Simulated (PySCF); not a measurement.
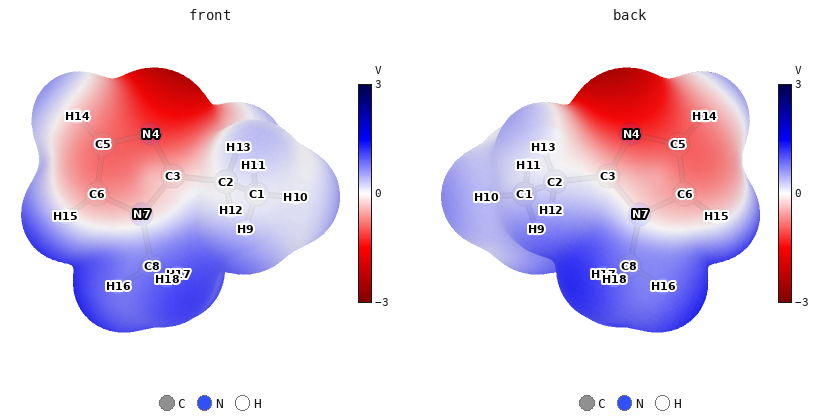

Figure. C6H10N2. The molecular electrostatic potential painted on the density surface at 0.002 e/bohr³, seen from the front and from behind; red is negative and blue positive.

Geometry: GFN2-xTB.

Method: PBE0/pcSseg-1, SCF density, gas phase, non-relativistic (PySCF).

```yaml
atoms:
  - { symbol: C, position_ang: [2.1692, -0.5295, 0.4645] }
  - { symbol: C, position_ang: [1.3632, -0.2195, -0.7991] }
  - { symbol: C, position_ang: [0.1360, 0.5633, -0.4915] }
  - { symbol: N, position_ang: [0.0191, 1.8564, -0.6555] }
  - { symbol: C, position_ang: [-1.2322, 2.1817, -0.2411] }
  - { symbol: C, position_ang: [-1.8843, 1.0628, 0.1830] }
  - { symbol: N, position_ang: [-1.0067, 0.0249, 0.0193] }
  - { symbol: C, position_ang: [-1.2710, -1.3454, 0.3517] }
  - { symbol: H, position_ang: [1.5887, -1.1267, 1.1642] }
  - { symbol: H, position_ang: [3.0716, -1.0803, 0.2099] }
  - { symbol: H, position_ang: [2.4548, 0.3967, 0.9565] }
  - { symbol: H, position_ang: [1.0967, -1.1507, -1.3068] }
  - { symbol: H, position_ang: [1.9712, 0.3812, -1.4757] }
  - { symbol: H, position_ang: [-1.5791, 3.1947, -0.2769] }
  - { symbol: H, position_ang: [-2.8704, 0.9129, 0.5731] }
  - { symbol: H, position_ang: [-2.3461, -1.5219, 0.3292] }
  - { symbol: H, position_ang: [-0.7901, -2.0080, -0.3683] }
  - { symbol: H, position_ang: [-0.8994, -1.5860, 1.3519] }
```

Where is the surface potential most negative and most positive?

The most negative region (about −2.3 V, or −53 kcal/mol for a unit charge) lies over N4, the most positive (about +1.3 V, or +30 kcal/mol for a unit charge) over H16 and H17. N4 is the likeliest acceptor of a hydrogen bond.

What dipole moment does the calculation give?

Its dipole moment is 3.98 D.
